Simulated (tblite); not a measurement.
Potential energy surface of H3 (anion, charge -1), singlet: collinear H-H-H surface. Scanned: first H-H distance and second H-H distance.

Cartesian coordinates as functions of the variables (Å; names that start with a are angles):
```
H  0  0  -r1
H  0  0  0
H  0  0  r2
```

Level of theory: GFN2-xTB, 300 K electronic temperature (tblite).

Energy in kcal/mol above the lowest grid point; x is the first H-H distance (Å), y the second H-H distance (Å).

| y \ x | 0.63 | 0.70 | 0.76 | 0.82 | 0.89 | 0.96 | 1.05 | 1.14 | 1.27 | 1.42 | 1.63 | 1.91 | 2.15 |
|---|---|---|---|---|---|---|---|---|---|---|---|---|---|
| 2.15 | 12.3 | 4.2 | 1.4 | 0.9 | 1.4 | 4.2 | 9.1 | 14.4 | 21.8 | 29.8 | 39.3 | 49.1 | 55.3 |
| 1.91 | 13.2 | 4.7 | 1.4 | 0.3 | 0.2 | 2.2 | 6.2 | 10.7 | 17.3 | 24.6 | 33.5 | 42.9 | 49.1 |
| 1.63 | 17.1 | 7.6 | 3.5 | 1.5 | 0.0 | 0.9 | 3.4 | 6.7 | 11.7 | 17.6 | 25.1 | 33.5 | 39.3 |
| 1.42 | 24.4 | 13.6 | 8.4 | 5.2 | 2.2 | 1.8 | 2.8 | 4.6 | 7.8 | 11.8 | 17.6 | 24.6 | 29.8 |
| 1.27 | 34.0 | 21.6 | 15.0 | 10.6 | 6.1 | 4.4 | 3.8 | 4.2 | 5.5 | 7.8 | 11.7 | 17.3 | 21.8 |
| 1.14 | 47.0 | 32.5 | 24.2 | 18.3 | 11.9 | 8.6 | 6.2 | 4.8 | 4.2 | 4.6 | 6.7 | 10.7 | 14.4 |
| 1.05 | 59.8 | 43.1 | 33.3 | 25.8 | 17.8 | 13.0 | 8.9 | 6.2 | 3.8 | 2.8 | 3.4 | 6.2 | 9.1 |
| 0.96 | 76.8 | 57.3 | 45.3 | 35.9 | 25.9 | 19.1 | 13.0 | 8.6 | 4.4 | 1.8 | 0.9 | 2.2 | 4.2 |
| 0.89 | 93.7 | 71.3 | 57.3 | 46.1 | 34.4 | 25.9 | 17.8 | 11.9 | 6.1 | 2.2 | 0.0 | 0.2 | 1.4 |
| 0.82 | 114.7 | 88.9 | 72.6 | 59.5 | 46.1 | 35.9 | 25.8 | 18.3 | 10.6 | 5.2 | 1.5 | 0.3 | 0.9 |
| 0.76 | 134.7 | 105.5 | 87.3 | 72.6 | 57.3 | 45.3 | 33.3 | 24.2 | 15.0 | 8.4 | 3.5 | 1.4 | 1.4 |
| 0.70 | 159.5 | 126.2 | 105.5 | 88.9 | 71.3 | 57.3 | 43.1 | 32.5 | 21.6 | 13.6 | 7.6 | 4.7 | 4.2 |
| 0.63 | 199.2 | 159.5 | 134.7 | 114.7 | 93.7 | 76.8 | 59.8 | 47.0 | 34.0 | 24.4 | 17.1 | 13.2 | 12.3 |

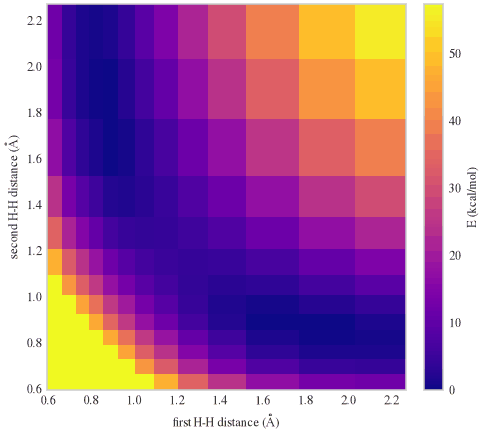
Energy surface, cut off at 57 kcal/mol.

Points that lie below all their neighbours on the grid: x = 0.89, y = 1.63 (0.0 kcal/mol); x = 1.63, y = 0.89 (0.0 kcal/mol). The lowest path on the grid from the first to the second passes x = 1.14, y = 1.27 at 4.2 kcal/mol.
